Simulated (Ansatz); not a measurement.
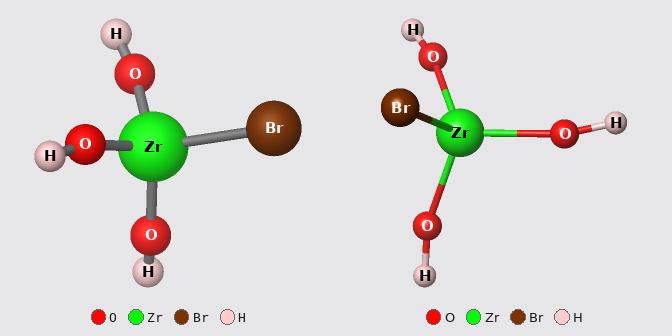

Both panels show the same species.

The species is neutral and a spin singlet.

Description:

It has 8 atoms: 1 bromine, 3 hydrogen, 3 oxygen and 1 zirconium (BrH3O3Zr). Its SMILES string is `[OH][Zr]([OH])([OH])[Br]`. Coordination, clear cases only: 1 Zr tetrahedral.

The parts below concern this one geometry. Atoms keep their numbers from picture to picture. The geometry was computed by an optimisation with PBE0-D4/def2-TZVP.

Geometry

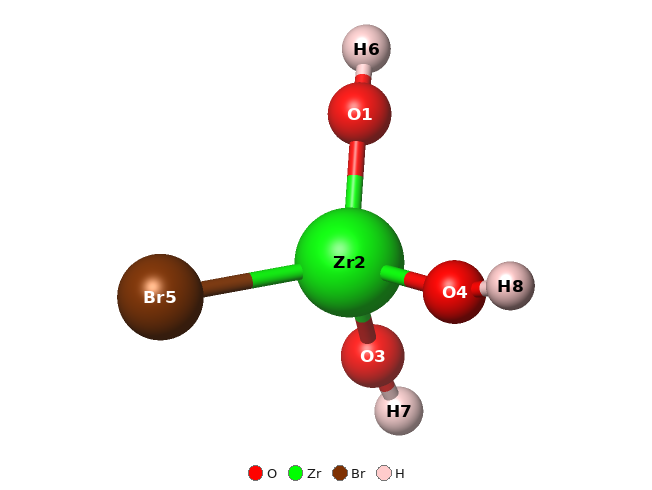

The atoms are numbered.

Give these bond angles: O1–Zr2–O3, O1–Zr2–Br5, Zr2–O1–H6.

| angle | degrees |
| --- | --- |
| O1–Zr2–O3 | 109.9 |
| O1–Zr2–Br5 | 109.0 |
| Zr2–O1–H6 | 164.3 |

Electronic properties

Level of theory: RKS PBE0-D4/def2-TZVP, core potentials on Zr (Ansatz 0.2.0).

Predict the main results.

- dipole moment: 3.99 D
- harmonic zero-point energy: 98.9 kJ/mol
- dispersion correction: −15.7 kJ/mol

Vibrations

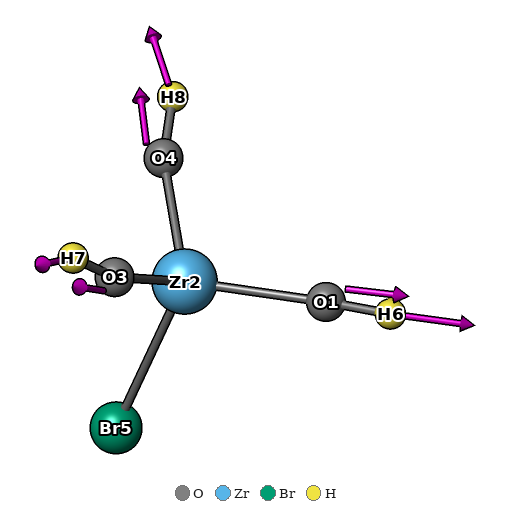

The arrows show one normal mode. Harmonic vibrations computed with RKS PBE0-D4/def2-TZVP, core potentials on Zr (Ansatz 0.2.0) at a stationary point of the same level.

> Describe the motion.

Mostly in-phase stretching of 3 Zr–O bonds.

> Estimate its harmonic wavenumber.

729 cm⁻¹; it is mode 15 of 18 counted from the lowest.

Thermal motion

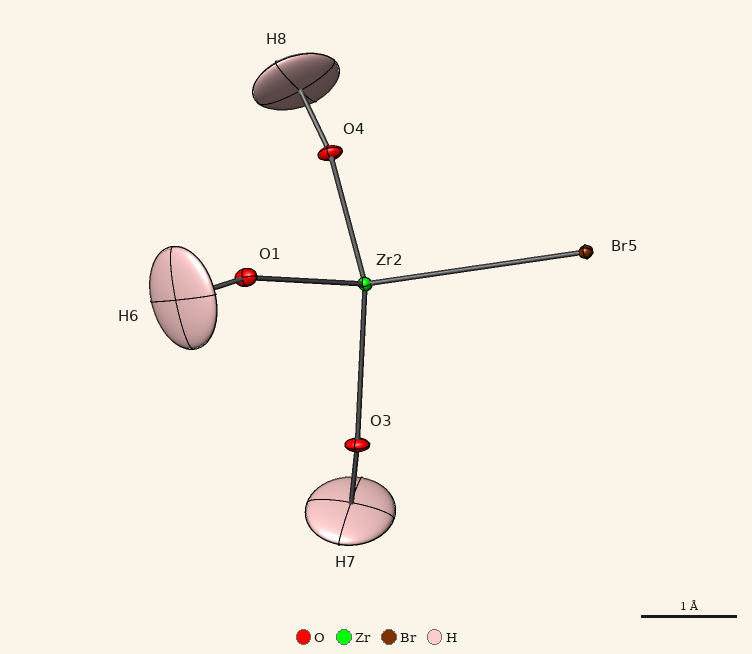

Displacement ellipsoids at the 50 % level, from the internal vibrations of the free molecule (harmonic, no overall translation or rotation; no half-axis is drawn under 0.075 Å). Vibrations computed with RKS PBE0-D4/def2-TZVP, core potentials on Zr (Ansatz 0.2.0). Temperature: 100 K.

List U_eq and the three principal root-mean-square amplitudes for each kind of atom.

```csv
atom,U_eq (Å²),rms amplitudes (Å)
"O1, O3, O4",0.0043,"0.041, 0.061, 0.087"
Zr2,0.00049,"0.020, 0.023, 0.023"
Br5,0.00048,"0.019, 0.019, 0.027"
"H6, H7, H8",0.0756,"0.078, 0.304, 0.358"
```
